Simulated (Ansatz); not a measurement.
# In (I4/mmm): phonon-mediated transition temperature

Wanted: λ, ω_log and Tc of In (I4/mmm). The cell shown first is the database's, unrelaxed.

Program: Ansatz 0.2.0. Level of theory: DFT PBE, scalar-relativistic, plane waves, PAW, in the first sound run; inputs show where later runs differ. Results are calculated unless marked as measured.

Experimental background.

“List of superconductors” (2026, Wikipedia's table of superconducting elements, as read in December) quotes from earlier work for In (bulk crystal): superconducting transition temperature (bulk, normal pressure) 3.4 K.

Most raw output is cut from this account.

In doubt: the program doubts the meshes or the phonons of the coupling sums, which bears on λ, Tc and transport values.

**1. The structure**

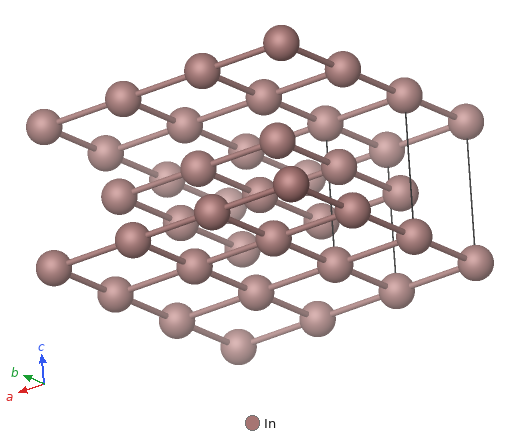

The starting structure, seen from a free direction (indium brown). 3×3×1 cells are drawn. This picture shows the conventional cell, with its axes. Some periodic images of atoms are drawn too.

**2. Coupling and resistivity: the database cell, unrelaxed**

The run that gives the couplings also evaluates McMillan's and Allen and Dynes's formulas and, where asked, the Eliashberg equations, over a range of μ*.

File input.yaml:

```yaml
crystal:
  lattice:
    - [-1.62547, 1.62547, 2.4737]
    - [1.62547, -1.62547, 2.4737]
    - [1.62547, 1.62547, -2.4737]
  atoms:
    - { symbol: In, position: [0.0, 0.0, 0.0] }
kpoints:
  mp_grid: { grid: [9, 9, 9] }
hamiltonian:
  xc: pbe
scf:
  occupations: { method: methfessel_paxton, width: 0.2 }
output:
  eigenvalues: true
phonons:
  method: dfpt
  qmesh: [3, 3, 3]
  temperatures: { t_max: 1000, t_step: 50 }
  qpath:
    path:
      - [[0.0, 0.0, 0.0], [0.0, 0.0, 0.5], [0.25, 0.25, 0.25], [0.0, 0.5, 0.0], [0.0, 0.0, 0.0], [0.5, 0.5, -0.5], [0.35794533, 0.64205467, -0.35794533]]
      - [[-0.35794533, 0.35794533, 0.35794533], [0.0, 0.0, 0.0]]
      - [[0.0, 0.0, 0.5], [-0.21589066, 0.21589066, 0.5]]
      - [[0.5, 0.5, -0.21589066], [0.5, 0.5, -0.5]]
    npoints: 10
  electrical_resistivity:
    mesh: [16, 16, 16]
    temperatures: [20.0, 50.0, 80.0, 100.0, 150.0, 200.0, 273.0, 300.0, 400.0, 500.0, 600.0, 800.0]
  superconductivity: { mesh: [16, 16, 16], eliashberg_equations: false }
```

Started as:

```console
$ ansatz run input.yaml --threads 4 --pin off --max-ram 10240MiB --backend cpu --events-out ev --progress --plain --runs-dir out
```

The job ended after 2.2 min (4 threads of Arm Neoverse V2, shared host; peak memory 1.6 GiB; 8.6 min of CPU time).

Numbers from this step:

| Property | Result |
| --- | --- |
| volume per atom | 26.14 Å³ |
| metallic on mesh | yes |
| gap on the k-mesh | 0 eV |
| zero point energy | 0.01173 eV/cell |
| share of imaginary modes in the plain interpolation between solved wavevectors | 0.0043 |
| highest frequency, solved or plainly interpolated | 119.3 cm⁻¹ |
| resistivity at 300 K | 7.589 μΩ cm, mean of the axes |
| coupling constant λ | 0.7988 |
| density of states at the Fermi level | 0.2127 states/eV a spin and cell |
| log mean phonon energy ħω_log | 6.06 meV |
| transport coupling constant λ_tr | 0.6488, 0.6488, 0.6589 (xx, yy, zz) |
| Drude plasma energy | 10.09, 10.09, 10.2 eV (xx, yy, zz) |
| resistivity times mean free path | 7.726, 7.726, 7.515 × 10⁻¹⁶ Ω m² (xx, yy, zz) |
| second-moment phonon energy ħω₂ | 7.767 meV |
| coupling λ by branch | 0.349, 0.25, 0.2 (branches by rank of frequency) |

Transition temperatures:

```tsv
μ*	McMillan Tc (K)	Allen–Dynes Tc (K)
0.08	3.73	3.93
0.1	3.28	3.45
0.12	2.86	2.99
0.13	2.65	2.77
0.14	2.45	2.55
0.16	2.07	2.15
0.2	1.39	1.43
```

**3. Coupling and resistivity: PseudoDojo files**

Another set of potentials is tried, at its own relaxed cell, which can differ from that of the runs before.

This step: DFT PBE, scalar-relativistic, plane waves, PseudoDojo norm-conserving pseudopotentials (Ansatz 0.2.0).

File input.yaml:

```yaml
crystal:
  lattice:
    - [-1.6451797626, 1.6451797626, 2.5413652529]
    - [1.6451797626, -1.6451797626, 2.5413652529]
    - [1.6451797626, 1.6451797626, -2.5413652529]
  atoms:
    - { symbol: In, position: [0.0, 0.0, 0.0] }
kpoints:
  mp_grid: { grid: [9, 9, 9] }
hamiltonian:
  xc: pbe
  pseudopotentials: { kind: nc, accuracy: standard }
scf:
  occupations: { method: methfessel_paxton, width: 0.2 }
output:
  eigenvalues: true
phonons:
  method: dfpt
  qmesh: [3, 3, 3]
  temperatures: { t_max: 1000, t_step: 50 }
  qpath:
    path:
      - [[0.0, 0.0, 0.0], [0.0, 0.0, 0.5], [0.25, 0.25, 0.25], [0.0, 0.5, 0.0], [0.0, 0.0, 0.0], [0.5, 0.5, -0.5], [0.35476894, 0.64523106, -0.35476894]]
      - [[-0.35476894, 0.35476894, 0.35476894], [0.0, 0.0, 0.0]]
      - [[0.0, 0.0, 0.5], [-0.20953788, 0.20953788, 0.5]]
      - [[0.5, 0.5, -0.20953788], [0.5, 0.5, -0.5]]
    npoints: 10
  electrical_resistivity:
    mesh: [16, 16, 16]
    temperatures: [20.0, 50.0, 80.0, 100.0, 150.0, 200.0, 273.0, 300.0, 400.0, 500.0, 600.0, 800.0]
  superconductivity: { mesh: [16, 16, 16], eliashberg_equations: false }
```

The job ended after 3.5 min (4 threads; peak memory 1.9 GiB; 14 min of CPU time).

This step gave:

- volume per atom: 27.51 Å³
- share of imaginary modes in the plain interpolation between solved wavevectors: 0.0252
- highest frequency, solved or plainly interpolated: 103.8 cm⁻¹
- resistivity at 300 K: 10.29 μΩ cm, mean of the axes
- coupling constant λ: 1.002
- density of states at the Fermi level: 0.221 states/eV a spin and cell
- log mean phonon energy ħω_log: 4.919 meV
- transport coupling constant λ_tr: 0.8296, 0.8296, 0.8195 (xx, yy, zz)
- Drude plasma energy: 9.722, 9.722, 9.741 eV (xx, yy, zz)
- resistivity times mean free path: 8.025, 8.025, 7.955 × 10⁻¹⁶ Ω m² (xx, yy, zz)
- second-moment phonon energy ħω₂: 6.718 meV
- coupling λ by branch: 0.477, 0.3, 0.224 (branches by rank of frequency)

Transition temperatures:

```tsv
μ*	McMillan Tc (K)	Allen–Dynes Tc (K)
0.08	4.37	4.73
0.1	3.99	4.28
0.12	3.61	3.85
0.13	3.42	3.64
0.14	3.24	3.44
0.16	2.88	3.04
0.2	2.2	2.31
```

**4. Electron–phonon run: r2SCAN at its own relaxed cell**

The functional sets the lattice constant, the bands and the force constants.

This step: DFT r2SCAN, scalar-relativistic, plane waves, PAW (Ansatz 0.2.0).

File input.yaml:

```yaml
crystal:
  lattice:
    - [-1.6247005643, 1.6247005643, 2.4956930896]
    - [1.6247005643, -1.6247005643, 2.4956930896]
    - [1.6247005643, 1.6247005643, -2.4956930896]
  atoms:
    - { symbol: In, position: [0.0, 0.0, 0.0] }
kpoints:
  mp_grid: { grid: [9, 9, 9] }
hamiltonian:
  xc: r2scan
scf:
  occupations: { method: methfessel_paxton, width: 0.2 }
output:
  eigenvalues: true
phonons:
  method: dfpt
  qmesh: [3, 3, 3]
  temperatures: { t_max: 1000, t_step: 50 }
  qpath:
    path:
      - [[0.0, 0.0, 0.0], [0.0, 0.0, 0.5], [0.25, 0.25, 0.25], [0.0, 0.5, 0.0], [0.0, 0.0, 0.0], [0.5, 0.5, -0.5], [0.35595082, 0.64404918, -0.35595082]]
      - [[-0.35595082, 0.35595082, 0.35595082], [0.0, 0.0, 0.0]]
      - [[0.0, 0.0, 0.5], [-0.21190164, 0.21190164, 0.5]]
      - [[0.5, 0.5, -0.21190164], [0.5, 0.5, -0.5]]
    npoints: 10
  electrical_resistivity:
    mesh: [16, 16, 16]
    temperatures: [20.0, 50.0, 80.0, 100.0, 150.0, 200.0, 273.0, 300.0, 400.0, 500.0, 600.0, 800.0]
  superconductivity: { mesh: [16, 16, 16], eliashberg_equations: false }
```

Elapsed: 6.4 min, on 4 threads; peak memory 3.4 GiB.

This step gave:

| Quantity | Value |
| --- | --- |
| volume per atom | 26.35 Å³ |
| share of imaginary modes in the plain interpolation between solved wavevectors | 0.0271 |
| highest frequency, solved or plainly interpolated | 114.5 cm⁻¹ |
| resistivity at 300 K | 10.17 μΩ cm, mean of the axes |
| coupling constant λ | 1.105 |
| density of states at the Fermi level | 0.1992 states/eV a spin and cell |
| log mean phonon energy ħω_log | 5.196 meV |
| transport coupling constant λ_tr | 0.917, 0.917, 0.9963 (xx, yy, zz) |
| Drude plasma energy | 10.34, 10.34, 10.56 eV (xx, yy, zz) |
| resistivity times mean free path | 7.768, 7.768, 7.478 × 10⁻¹⁶ Ω m² (xx, yy, zz) |
| second-moment phonon energy ħω₂ | 6.848 meV |
| coupling λ by branch | 0.52, 0.339, 0.246 (branches by rank of frequency) |

Transition temperatures:

```tsv
μ*	McMillan Tc (K)	Allen–Dynes Tc (K)
0.08	5.26	5.75
0.1	4.85	5.26
0.12	4.45	4.78
0.13	4.25	4.55
0.14	4.05	4.33
0.16	3.66	3.89
0.2	2.91	3.06
```

The Eliashberg function α²F by phonon energy; read off at these points:

```tsv
phonon energy (meV)	α²F	α²F tr
0.50	6.0e-4	1.0e-4
1.00	0.0111	0.00371
1.50	0.028	0.0144
2.00	0.0501	0.0342
2.50	0.109	0.0908
3.00	0.265	0.256
3.50	0.423	0.429
3.61	0.428	0.435
4.00	0.399	0.398
4.50	0.411	0.399
5.00	0.413	0.384
5.50	0.425	0.376
6.00	0.295	0.247
6.50	0.247	0.198
7.00	0.225	0.175
7.50	0.216	0.163
8.00	0.238	0.177
8.16	0.255	0.190
8.50	0.254	0.189
9.00	0.248	0.184
9.50	0.242	0.183
10.00	0.194	0.150
10.50	0.189	0.150
11.00	0.241	0.176
11.50	0.320	0.224
12.00	0.330	0.233
12.50	0.442	0.316
13.00	0.294	0.202
13.50	0.186	0.128
14.00	0.0328	0.0258
```

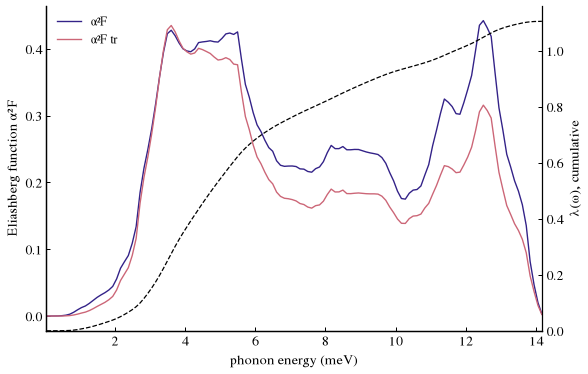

Eliashberg function α²F against phonon energy. The dashed line is the running λ.

**5. Summary of results**

```yaml
meshes: q 3×3×3, k 9×9×9, scattering 16×16×16
coupling_constant_lambda: 1.10
log_mean_phonon_energy_omega_log: 5.20 meV
allen_dynes_tc_at_mu_star_0p1: 5.26 K
allen_dynes_tc_at_mu_star_0p13: 4.55 K
```

In words: In the last run (r2SCAN, q 3×3×3, k 9×9×9, scattering 16×16×16), with λ = 1.1 and ħω_log = 5.20 meV, Tc at μ* = 0.13 is 4.2 K by McMillan's formula and 4.5 K by Allen and Dynes's. Allen and Dynes's formula meets the measured 3.4 K at μ* near 0.18. Raising μ* from 0.10 to 0.16 lowers the Allen–Dynes value from 5.3 to 3.9 K. By the run's own test λ is not converged in the fine mesh: it moves by 17 % between the two finest, and by up to 32 % in the other runs. The run's transport test calls it not converged in the mesh; ρ(300 K) moves by 29 % in the component that moves most. λ of these runs moves by 17 to 32 % between their two finest meshes, and Tc by more, so small gaps between the runs or to the measured value rank nothing. In 3 of the runs shown, the last among them, the interpolated phonons dip below zero somewhere, which the program warns of. These meshes are coarse. Over the runs, λ takes the values 0.799, 1.00 and 1.10, in the order shown. μ* is a typed number, phonons are harmonic, and spin fluctuations are left out; at μ* = 0.13 McMillan's formula turns 1 % in λ into about 1.5 % in Tc.

Comparison with the measured values:

| quantity | measured | Allen–Dynes, PBE, q 3×3×3, fine 16×16×16, database cell | Allen–Dynes, PBE, q 3×3×3, fine 16×16×16, PseudoDojo files | Allen–Dynes, r2SCAN, q 3×3×3, fine 16×16×16 |
| --- | --- | --- | --- | --- |
| superconducting transition temperature (μ* = 0.13) (kelvin) | 3.4 | 2.77 (-18.5 %) | 3.64 (+7.1 %) | 4.55 (+33.8 %) |

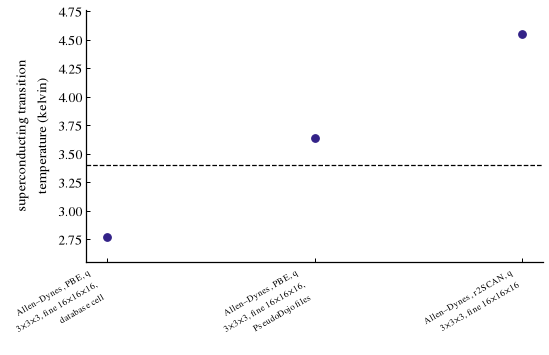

The superconducting transition temperature by level; the dashed line is the measured value.

Measured values from Wikipedia's table of superconducting elements, as read in December (2026).

How well it matches: For the superconducting transition temperature, of the levels listed nearest comes Allen–Dynes, PBE, q 3×3×3, fine 16×16×16, PseudoDojo files (+7.1 %) and farthest Allen–Dynes, r2SCAN, q 3×3×3, fine 16×16×16 (+33.8 %). Limits of convergence are named above.

[Logs are printed without paths, hosts, clocks, repeated set-up lines and the standing remarks that a program may print on its own settings, such as how far it seeks lower states.]

[Hosts, paths, dates, database ids (printed as entryN), source tags and the programs' standing remarks are cut or masked in the printed files.]
